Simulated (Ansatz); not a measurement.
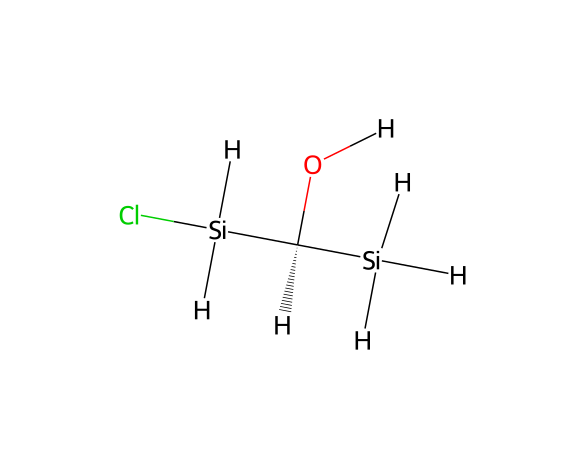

Structural formula above. Computed geometry: PBE0-D4/def2-TZVP optimisation.

What does the molecule look like in three dimensions?

It has 12 atoms: 1 carbon, 7 hydrogen, 1 chlorine, 1 oxygen and 2 silicon (CH7ClOSi2). SMILES: `O[C@@H]([SiH3])[SiH2]Cl`. It has no ring. Among its groups: alcohol, Si–H bond. This geometry has C1 symmetry. Coordination: 1 O bent; 1 C tetrahedral; 2 Si tetrahedral.

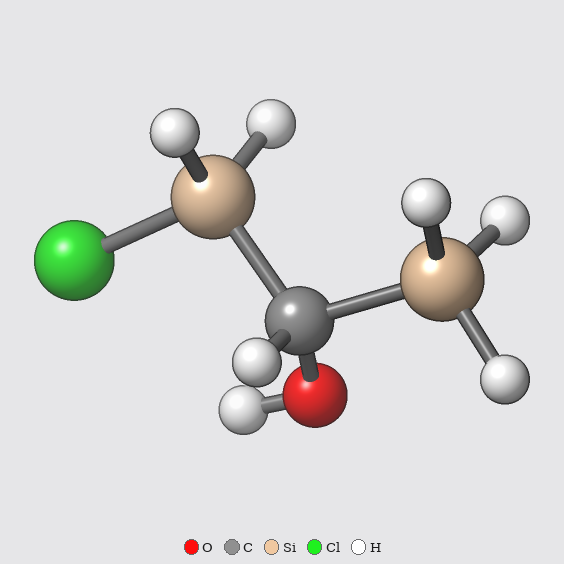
